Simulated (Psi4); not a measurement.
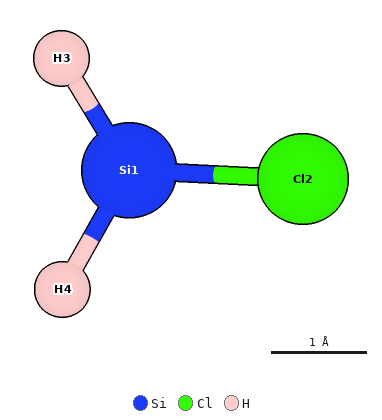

**Figure 1.** The structure (ball-and-stick view, seen at a tilt; atoms are numbered from 1 in the order of the input). Bond lengths as drawn: Cl–Si 2.02 Å and H–Si 1.45 Å.

# Single-point calculation of SiH₂Cl

System: SiH₂Cl, multiplicity 2, SMILES [SiH2]Cl.
Method: SCAN/def2-SVP, UKS (Psi4 1.11).

The geometry comes from this level: GFN2-xTB.

**Log**
```
Psi4 1.11 release

   => Loading Basis Set <=

    Name: DEF2-SVP
    Role: ORBITAL
    Keyword: BASIS

         ---------------------------------------------------------
                                   SCF
                              UKS Reference
                        1 Threads,   1525 MiB Core
         ---------------------------------------------------------

  ==> Geometry <==

    Molecular point group: c1
    Full point group: C1

    Geometry (in Angstrom), charge = 0, multiplicity = 2:

       Center              X                  Y                   Z               Mass
    ------------   -----------------  -----------------  -----------------  -----------------
         SI          -1.001102643475     0.170180724397    -0.347068250065    27.976926534650
         CL           0.880167356525    -0.127129275603     0.332431749935    34.968852682000
         H           -1.782522643475    -1.045799275603    -0.215348250065     1.007825032230
         H           -0.966632643475     0.732680724397    -1.684638250065     1.007825032230

  Running in c1 symmetry.

  Rotational constants: A =      4.60223  B =      0.24285  C =      0.23483 [cm^-1]
  Rotational constants: A = 137971.49423  B =   7280.47157  C =   7039.97019 [MHz]
  Nuclear repulsion =   78.978688451799243

  Charge       = 0
  Multiplicity = 2
  Electrons    = 33
  Nalpha       = 17
  Nbeta        = 16

  ==> Algorithm <==

  SCF Algorithm Type is PK.
  DIIS enabled.
  MOM disabled.
  Fractional occupation disabled.
  Guess Type is SAD.
  Energy threshold   = 1.00e-06
  Density threshold  = 1.00e-06
  Integral threshold = 1.00e-12

  ==> Primary Basis <==

  Basis Set: DEF2-SVP
    Blend: DEF2-SVP
    Number of shells: 22
    Number of basis functions: 46
    Number of Cartesian functions: 48
    Spherical Harmonics?: true
    Max angular momentum: 2

  ==> DFT Potential <==

   => LibXC <=

    Version 7.1.2

   => Composite Functional: SCAN <=

    Deriv               =              1
    GGA                 =           TRUE
    Meta                =           TRUE

    Exchange Hybrid     =          FALSE
    MP2 Hybrid          =          FALSE

   => Exchange Functionals <=

    1.0000   XC_MGGA_X_SCAN

   => Correlation Functionals <=

    1.0000   XC_MGGA_C_SCAN

   => LibXC Density Thresholds  <==

    XC_MGGA_C_SCAN:  1.00E-15
    XC_MGGA_X_SCAN:  1.00E-15

   => Molecular Quadrature <=

    Radial Scheme          =       TREUTLER
    Pruning Scheme         =           NONE
    Nuclear Scheme         =       TREUTLER

    Blocking Scheme        =         OCTREE
    BS radius alpha        =              1
    Pruning alpha          =              1
    Radial Points          =            250
    Spherical Points       =           1202
    Total Points           =        1128065
    Total Blocks           =           7446
    Max Points             =            256
    Max Functions          =             46
    Weights Tolerance      =       1.00E-15

  ==> Integral Setup <==

  Using in-core PK algorithm.
   Calculation information:
      Number of atoms:                   4
      Number of AO shells:              22
      Number of primitives:             46
      Number of atomic orbitals:        48
      Number of basis functions:        46

      Integral cutoff                 1.00e-12
      Number of threads:                 1

  Performing in-core PK
  Using 1169642 doubles for integral storage.
  We computed 31085 shell quartets total.
  Whereas there are 32131 unique shell quartets.

  ==> DiskJK: Disk-Based J/K Matrices <==

    J tasked:                  Yes
    K tasked:                   No
    wK tasked:                  No
    Memory [MiB]:               34
    Schwarz Cutoff:          1E-12

  Cached 33.3% of DFT collocation blocks in 1.027 [GiB].

  Minimum eigenvalue in the overlap matrix is 2.0250744971E-02.
  Reciprocal condition number of the overlap matrix is 5.4544156635E-03.
    Using symmetric orthogonalization.

  ==> Pre-Iterations <==

  SCF Guess: Superposition of Atomic Densities via on-the-fly atomic UHF (no occupation information).

   -------------------------
    Irrep   Nso     Nmo
   -------------------------
     A         46      46
   -------------------------
    Total      46      46
   -------------------------

  ==> Iterations <==

                        Total Energy        Delta E     RMS |[F,P]|

   @UKS iter SAD:  -750.52020253592900   -7.50520e+02   0.00000e+00
   @UKS iter   1:  -750.66129219964603   -1.41090e-01   4.53575e-03 ADIIS/DIIS
   @UKS iter   2:  -750.68054476450106   -1.92526e-02   2.85074e-03 ADIIS/DIIS
   @UKS iter   3:  -750.69046995973736   -9.92520e-03   6.86225e-04 ADIIS/DIIS
   @UKS iter   4:  -750.69106362179809   -5.93662e-04   1.92042e-04 ADIIS/DIIS
   @UKS iter   5:  -750.69111026551980   -4.66437e-05   5.03312e-05 DIIS
   @UKS iter   6:  -750.69111474909880   -4.48358e-06   8.53272e-06 DIIS
   @UKS iter   7:  -750.69111489633065   -1.47232e-07   1.96144e-06 DIIS
   @UKS iter   8:  -750.69111490447233   -8.14168e-09   8.79534e-07 DIIS
  Energy and wave function converged.

  ==> Post-Iterations <==

   Electrons on quadrature grid:
      Nalpha   =   16.9999999982 ; deviation = -1.805e-09
      Nbeta    =   15.9999999981 ; deviation = -1.861e-09
      Ntotal   =   32.9999999963 ; deviation = -3.667e-09

   @Spin Contamination Metric:   2.501402616E-03
   @S^2 Expected:                7.500000000E-01
   @S^2 Observed:                7.525014026E-01
   @S   Expected:                5.000000000E-01
   @S   Observed:                5.000000000E-01

    Orbital Energies [Eh]
    ---------------------

    Alpha Occupied:

       1A   -101.174453     2A    -65.857783     3A     -9.380038
       4A     -7.128222     5A     -7.122373     6A     -7.121217
       7A     -5.251582     8A     -3.598038     9A     -3.595758
      10A     -3.592117    11A     -0.801322    12A     -0.513168
      13A     -0.377852    14A     -0.371065    15A     -0.330132
      16A     -0.298333    17A     -0.198760

    Alpha Virtual:

      18A     -0.013495    19A      0.037934    20A      0.044061
      21A      0.138105    22A      0.296209    23A      0.297276
      24A      0.335755    25A      0.348040    26A      0.368811
      27A      0.466746    28A      0.513798    29A      0.525543
      30A      0.618519    31A      0.680128    32A      0.727022
      33A      0.754572    34A      0.775004    35A      0.797342
      36A      0.903383    37A      0.964649    38A      0.969362
      39A      0.972232    40A      1.332991    41A      1.443056
      42A      1.568504    43A      1.596285    44A      1.714715
      45A      2.058865    46A      2.236878

    Beta Occupied:

       1A   -101.173566     2A    -65.854792     3A     -9.379620
       4A     -7.127419     5A     -7.120731     6A     -7.120603
       7A     -5.248573     8A     -3.593644     9A     -3.589187
      10A     -3.588604    11A     -0.797152    12A     -0.493787
      13A     -0.371929    14A     -0.364034    15A     -0.318338
      16A     -0.294660

    Beta Virtual:

      17A     -0.107750    18A      0.010029    19A      0.055062
      20A      0.075097    21A      0.165258    22A      0.302902
      23A      0.307865    24A      0.371818    25A      0.373738
      26A      0.426785    27A      0.501555    28A      0.541019
      29A      0.547143    30A      0.636635    31A      0.688836
      32A      0.735495    33A      0.767194    34A      0.778140
      35A      0.817300    36A      0.914464    37A      0.971302
      38A      0.972212    39A      0.988582    40A      1.346287
      41A      1.447755    42A      1.569474    43A      1.598869
      44A      1.714793    45A      2.059529    46A      2.236728

    Final Occupation by Irrep:
              A
    DOCC [    16 ]
    SOCC [     1 ]
    NA   [    17 ]
    NB   [    16 ]

  @UKS Final Energy:  -750.69111490447233

   => Energetics <=

    Nuclear Repulsion Energy =             78.9786884517992434
    One-Electron Energy =               -1194.5008173282933512
    Two-Electron Energy =                 414.8093305653729885
    DFT Exchange-Correlation Energy =     -49.9783165933510816
    Empirical Dispersion Energy =           0.0000000000000000
    VV10 Nonlocal Energy =                  0.0000000000000000
    Total Energy =                       -750.6911149044723288

  UHF NO Occupations:
  HONO-2 :   15  A 1.9998184
  HONO-1 :   16  A 1.9990873
  HONO-0 :   17  A 1.0000000
  LUNO+0 :   18  A 0.0009127
  LUNO+1 :   19  A 0.0001816
  LUNO+2 :   20  A 0.0000898
  LUNO+3 :   21  A 0.0000520

Computation Completed

Properties will be evaluated at   0.000000,   0.000000,   0.000000 [a0]

Properties computed using the SCF density matrix

 Multipole Moments:

 ------------------------------------------------------------------------------------
     Multipole            Electronic (a.u.)      Nuclear  (a.u.)        Total (a.u.)
 ------------------------------------------------------------------------------------

 L = 1.  Multiply by 2.5417464519 to convert [e a0] to [Debye]
 Dipole X            :          3.0223391           -3.4048088           -0.3824698
 Dipole Y            :          0.1860566           -0.1734506            0.0126061
 Dipole Z            :          1.8981844           -2.0930649           -0.1948805
 Magnitude           :                                                    0.4294420

 ------------------------------------------------------------------------------------

	total time  =         32 seconds =       0.53 minutes

  Variable Map:
  ----------------------------------------------------------------------------
  "CURRENT ENERGY"              =>    -750.691114904472
  "CURRENT REFERENCE ENERGY"    =>    -750.691114904472
  "DD SOLVATION ENERGY"         =>       0.000000000000
  "DFT FUNCTIONAL TOTAL ENERGY" =>    -750.691114904472
  "DFT TOTAL ENERGY"            =>    -750.691114904472
  "DFT VV10 ENERGY"             =>       0.000000000000
  "DFT XC ENERGY"               =>     -49.978316593351
  "GRID ELECTRONS ALPHA"        =>      16.999999998195
  "GRID ELECTRONS BETA"         =>      15.999999998139
  "GRID ELECTRONS TOTAL"        =>      32.999999996333
  "NUCLEAR REPULSION ENERGY"    =>      78.978688451799
  "ONE-ELECTRON ENERGY"         =>   -1194.500817328293
  "PCM POLARIZATION ENERGY"     =>       0.000000000000
  "PE ENERGY"                   =>       0.000000000000
  "SCF ITERATION ENERGY"        =>    -750.691114904472
  "SCF ITERATIONS"              =>       8.000000000000
  "SCF TOTAL ENERGY"            =>    -750.691114904472
  "TWO-ELECTRON ENERGY"         =>     414.809330565373
  "XC GRID RADIAL POINTS"       =>     250.000000000000
  "XC GRID SPHERICAL POINTS"    =>    1202.000000000000
  "XC GRID TOTAL POINTS"        => 1128065.000000000000

  Array Variable Map:
  ----------------------------------------------------------------------------
  "CURRENT DIPOLE"              =>      -0.382469768367 ... -0.194880535541 1 by 3
  "SCF DIPOLE"                  =>      -0.382469768367 ... -0.194880535541 1 by 3
  "SCF TOTAL ENERGIES"          =>    -750.520202535929 ... -750.691114904472 1 by 9

    Psi4 run time: 0:00:32.32
```

This output came from the following input.

**Input (input.in)**
```
memory 1600 MB

molecule geom {
  0 2
  Si    -0.283580     0.237700     0.131590
  Cl     1.597690    -0.059610     0.811090
  H     -1.065000    -0.978280     0.263310
  H     -0.249110     0.800200    -1.205980
  units angstrom
  symmetry c1
}

set reference uks
set puream true
set scf_type pk
set dft_radial_points 250
set dft_spherical_points 1202
set maxiter 150

result = energy('scan/def2-SVP')
print_variables()
```

Run as:
```bash
psi4 input.in input.out -n 1
```

**Summary**

- outcome: converged
- total energy: −750.691115 hartree
- basis functions: 46
- ⟨S²⟩: 0.753
- dipole moment: 1.09 D
- hardware: 1 thread of Intel Xeon (Granite Rapids), 16 GiB of memory available, shared host
- wall time: 34 s
- peak memory: 1.4 GiB
